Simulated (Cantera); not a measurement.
Charge: 1 mol MgO, 0.62 mol H2, at 1952 °C.

Cantera equilibrium calculation (NASA polynomials, part measured and part estimated; ideal gas, pure solids and liquids). Candidate condensed phases: H2O, Mg, MgO, Mg(OH)2; 15 gas species. The tables' values for MgH are old estimates; treat these amounts as uncertain. Equilibrium is a limit: real reactors are often held back by kinetics, nucleation or transport.

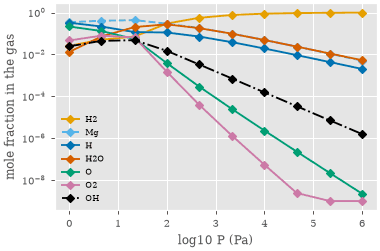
Figure: Equilibrium gas composition (values under 1e-9 drawn at 1e-9)

From 1.00 Pa to 4.60 Pa nothing is condensed. From 22.0 Pa to 10.0 bar the condensed part is MgO(s). The main Mg-bearing gas is Mg throughout.
